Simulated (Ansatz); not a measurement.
# ClFH2MgO···H2: what the fields show

```xyz
8

Mg   -0.0311   -0.8567   -0.1544
H     0.7171    0.5193   -1.9869
Cl   -1.8948   -1.4036   -1.2879
H     0.1334    0.8033    1.8756
O    -0.5248    0.6138    1.1927
H     1.3553    0.4128   -1.5805
F     1.6138   -1.1063    0.5154
H    -1.3689    1.0173    1.4260
```

Theory: RKS B3LYP/def2-SVPD in Ansatz 0.2.0.

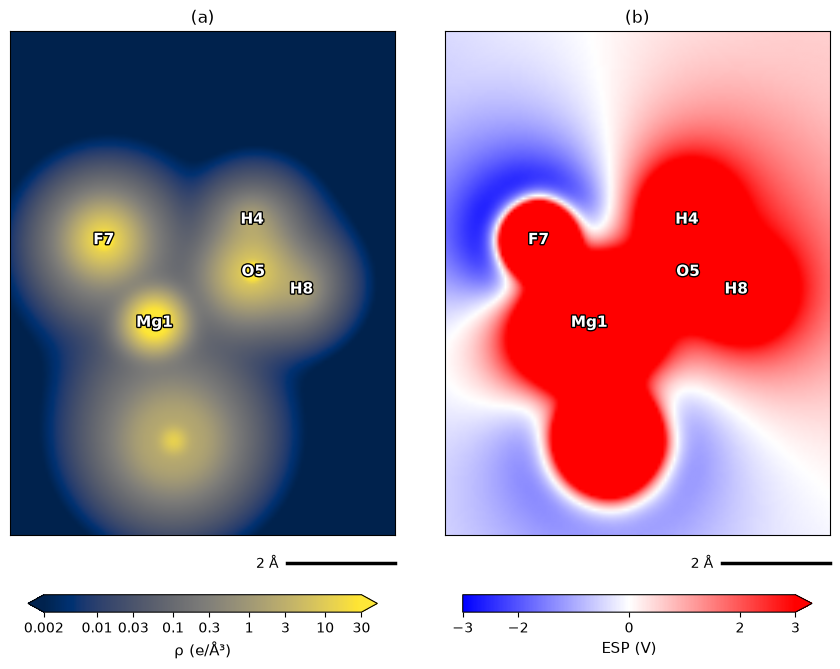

Figure 1. (a) electron density; (b) electrostatic potential on the plane of atoms O5, Mg1 and F7.

### What does the map show?

Atoms in the plane: Mg, H, O and F.
Mg–F (1.79 Å): the density is about 0.53 e/Å³ at the midpoint.
Mg–O (2.05 Å): ρ is about 0.3 e/Å³ halfway.
O–H (0.96 Å): ρ is about 3.8 e/Å³ halfway.
Outside the dense part of the complex the potential is most negative (−2.6 V) near F7.

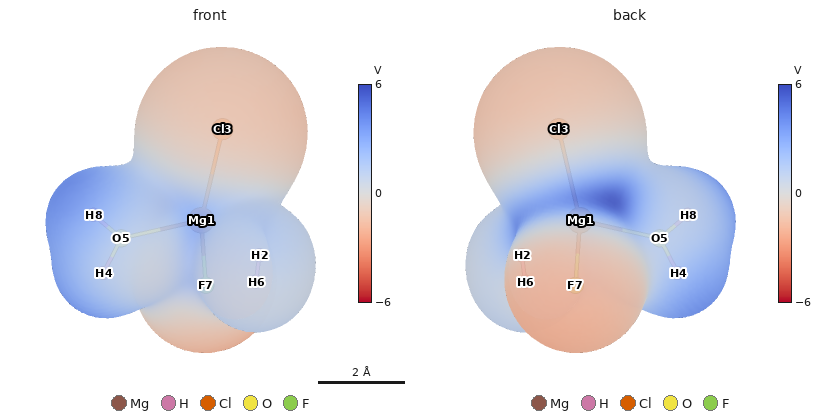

Figure 2. The molecular electrostatic potential painted on the density surface at 0.002 e/bohr³, seen from the front and from behind; the colour scale runs from red (negative) to blue (positive).

### Where is the surface potential most negative and most positive?

The most negative region (about −2.1 V) lies over F7, the most positive (about +4.8 V) over Mg1.
